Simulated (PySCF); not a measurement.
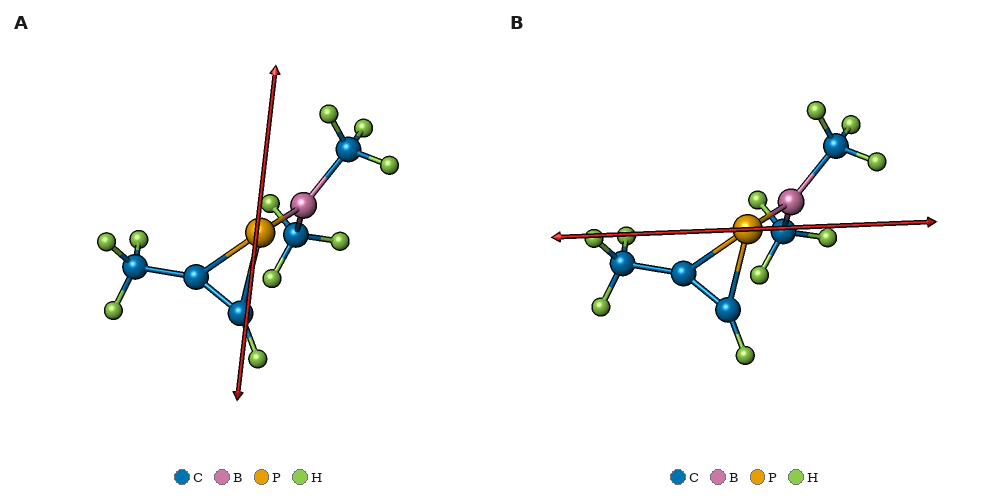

The double arrows show the directions of two transition dipoles from the ground state (lengths mean nothing). The geometry was computed by an optimisation with GFN2-xTB. No frequency run is at hand to confirm it as a minimum. Properties computed with TDDFT B3LYP/def2-SVPD, vertical, gas phase, core orbitals frozen in the response (PySCF 2.14.0).

One belongs to singlet state 6 and one to singlet state 7. Which is which?

Answer. A: state 6, 5.65 eV (220 nm), oscillator strength 0.022, of mixed character, with the largest part HOMO → LUMO+3 (weight 0.50).
B: state 7, 5.68 eV (218 nm), oscillator strength 0.031, mainly HOMO → LUMO+4 (weight 0.55).

The geometry is semi-empirical. Around B, P such bond lengths and angles can be off by a tenth of an ångström or more and by several degrees, and values that hang on the shape move with them.
